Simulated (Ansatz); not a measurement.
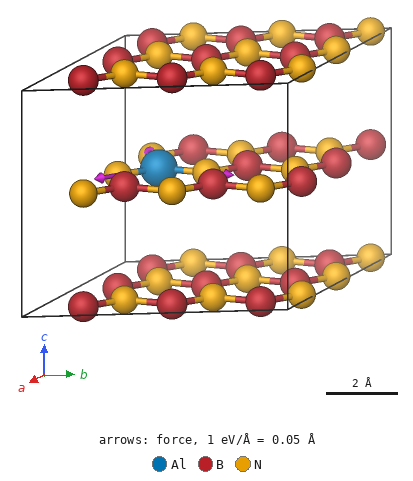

Starting geometry of a defect cell of composition AlB$_{17}$N$_{18}$ with the computed forces as purple arrows. The picture is a ball-and-stick view of the cell of the calculation (origin shifted), seen slightly off an axis.

All numbers below come from DFT, PBE, plane-wave PAW, default files, scalar-relativistic, frozen cores in Ansatz. Settings: plane-wave cutoff 420 eV; k-point mesh 4 × 4 × 4; occupations fermi dirac; smearing width 0.01 eV; no spin polarisation; potentials kind: paw, frozen_core: stored; atoms relaxed in a fixed cell; force threshold 0.02 eV/Å; at most 50 steps.

Is this structure relaxed? If not, where do the atoms go?

Answer. It isn't relaxed: the largest force vector, on N atoms, is 17.21 eV/Å. The atoms end up moving mostly along the starting forces (cosine between the two patterns 0.95). The largest moves, 0.21 Å, are those of N atoms. By element the largest moves are N 0.21 Å, B 0.05 Å. Al stays in place. The cell doesn't change. Some distances before and after: Al–N 1.466 → 1.677 Å, B–N 1.466 → 1.409 Å, B–N 1.466 → 1.478 Å. Bond angles that change, for instance: B–N–B 120.0° → 132.0°, N–B–N 120.0° → 113.1°, Al–N–B 120.0° → 114.0°. The energy falls by 4.866 eV per cell of the calculation in 4 accepted moves (5 points after the start). Largest force component: 17 eV/Å at the start, 0.0058 eV/Å at the end. 1 step only repeated the SCF at the same geometry. The run took 50 s on 4 threads of Intel(R) Xeon(R) Platinum 8259CL CPU @ 2.50GHz (Skylake/Cascade Lake), with other jobs on the host, peak memory 1.3 GiB.

Limits of the set-up: the periodic images lie only 6.6 Å apart, so the values are limited by the cell's size.
